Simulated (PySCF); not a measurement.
## Electronic structure of C5H11Si2 (SMILES C#C[C@H]([SiH3])[CH]C[SiH3]) (doublet) in real space

```xyz
18

C    -1.2280    2.8520    0.3785
C    -0.9996    1.7721   -0.0885
C    -0.7436    0.4600   -0.6137
Si   -2.3773   -0.5773   -0.6917
C     0.0637   -0.4051    0.2561
C     1.0825   -1.3061   -0.2874
Si    2.7390   -0.3230   -0.3859
H    -1.4141    3.8062    0.7720
H    -0.3164    0.5349   -1.6166
H    -3.3866    0.0789   -1.5320
H    -2.8831   -0.7085    0.6712
H    -2.0119   -1.8633   -1.2866
H     0.0198   -0.2427    1.3201
H     0.8097   -1.6479   -1.2868
H     1.2232   -2.1828    0.3458
H     3.7843   -1.1501   -0.9954
H     2.5054    0.8619   -1.2104
H     3.1243    0.0472    0.9747
```

Geometry: GFN2-xTB.

Method: PySCF, UKS B3LYP, pcH-1 on C H Si, non-relativistic, mean-field spin-orbit, GIAO.

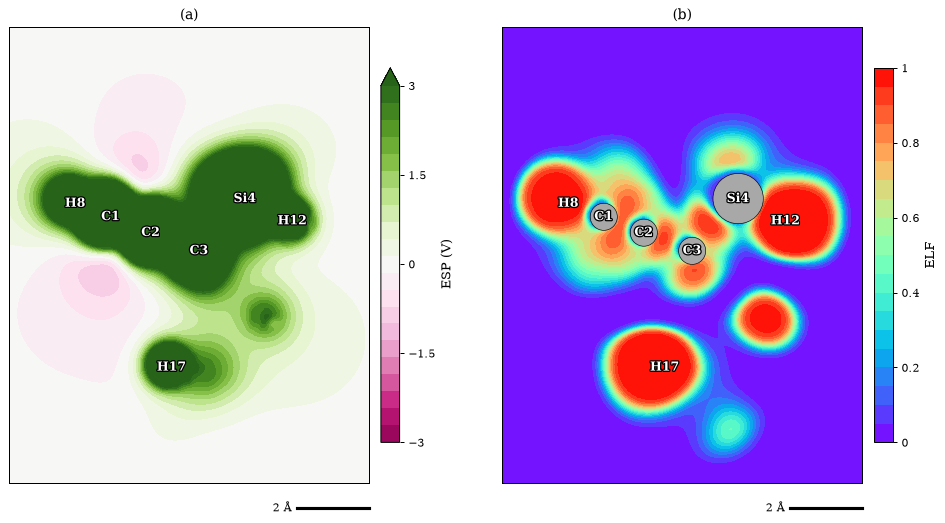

Figure 1. (a) molecular electrostatic potential; (b) electron localisation function on the plane of atoms C3, Si4 and H12. Grey discs cover the atomic cores in the ELF map.

Question: What does the map show?

Answer: The section cuts through C, Si and H sites.
C–C (1.20 Å): the ELF peaks at about 0.85 between the atoms (a multiple bond).
C–Si (1.94 Å): the ELF peaks at about 0.95 between the atoms, as expected for a shared electron pair.
C–H (1.05 Å): the ELF climbs to about 1 towards the hydrogen, as it does in any bond to H.
Si–H (1.46 Å): the ELF climbs to about 1 towards the hydrogen (an ordinary covalent bond to hydrogen).
Outside the dense part of the molecule the potential is most negative (−1.0 V) near C1.

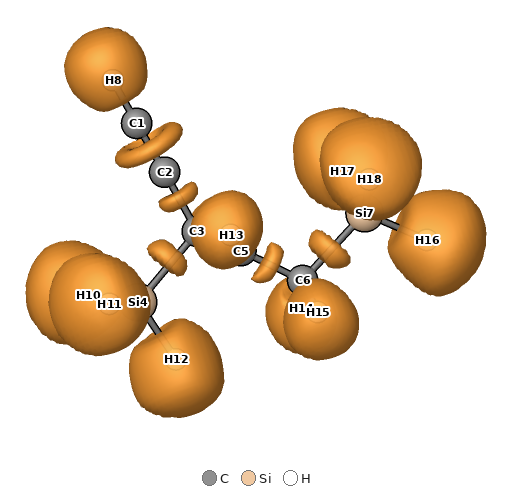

Figure 2. Isosurface of the ELF at 0.85 (orange), seen at a tilt. Only the valence region is drawn (cores and ρ < 0.01 e/Å³ removed).

Question: Identify the bonds, lone pairs and shells in this picture.

Answer: The surface consists of four regions between bonded C–C atoms (shared pairs), two regions between bonded C–Si atoms (shared pairs) and eleven regions around hydrogen nuclei. Profiles from the grid: C–Si (1.93 Å): the ELF peaks at about 0.95 between the atoms, as expected for a shared electron pair.

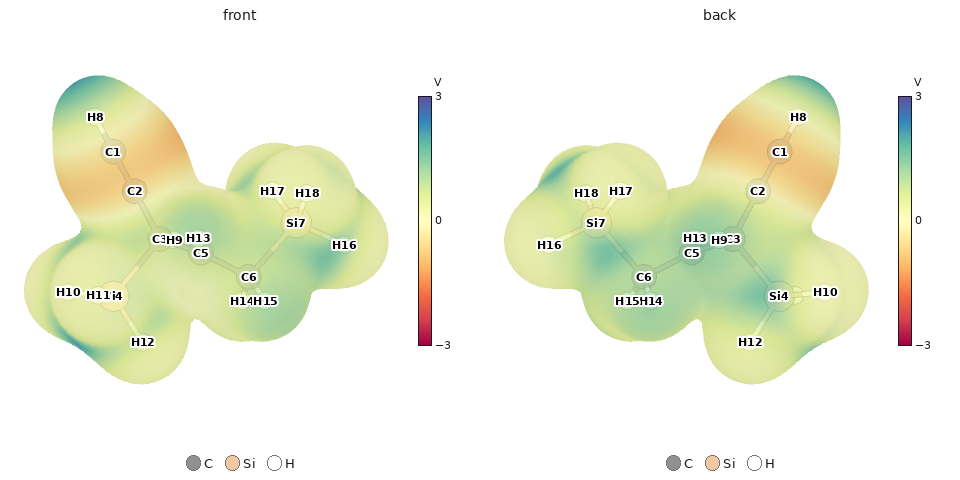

Figure 3. The electrostatic potential painted on the density surface at 0.004 e/bohr³, seen from the front and from behind; the colour scale runs from red (negative) to blue (positive).

Question: Where is the surface potential most negative and most positive?

Answer: The most negative region (about −1.0 V) lies over C1 and C2, the most positive (about +2.0 V) over Si4 and H8.
